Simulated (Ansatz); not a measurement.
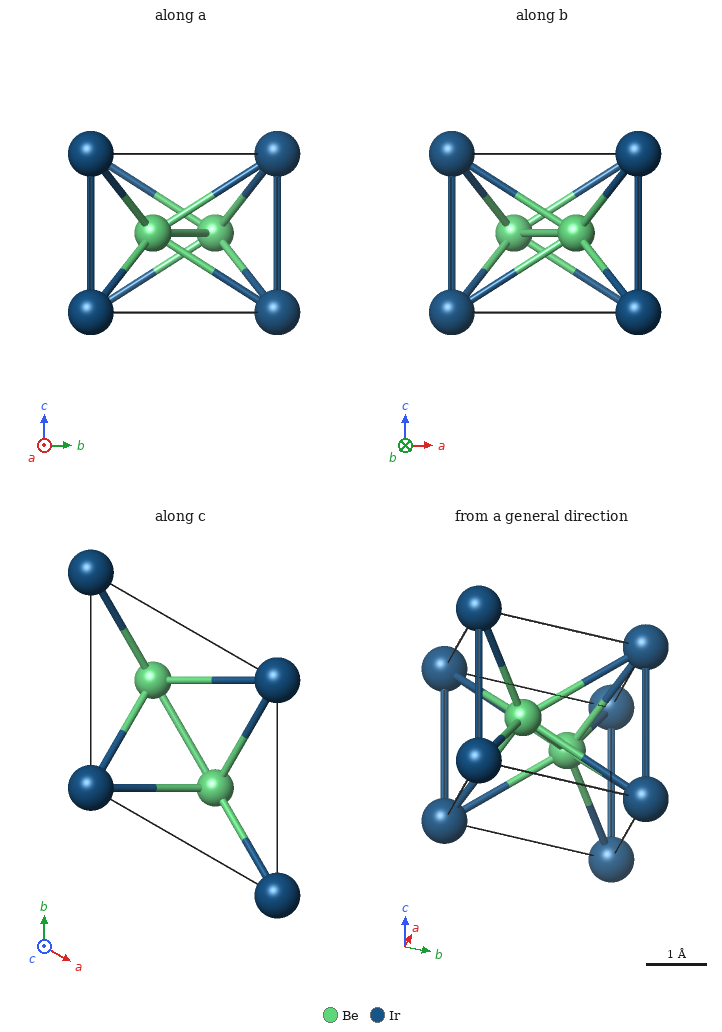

View along the a axis, along the b axis, along the c axis and from a general direction, drawn as a ball-and-stick model. The wireframe shows the conventional unit cell.

Bonds shown: Be–Be up to 2.34 Å, Be–Ir up to 2.78 Å, Ir–Ir up to 2.84 Å (cut-off distances).

Determine the stoichiometry.

Answer. Be2Ir. The cell holds 2 Be, 1 Ir, counting shared atoms by their share.

Lattice type?

Answer. Primitive hexagonal.

Structure type?

Answer. AlB₂ type.

Does the bonding give isolated units, chains, sheets or a framework?

Answer. The bonds build a three-dimensional framework.

The structure was taken from a textbook structure type filled with these elements (whether it is the usual form wasn't checked). What is shown is the relaxed result from Ansatz 0.2.0, DFT PBE, scalar-relativistic, plane waves, PAW.
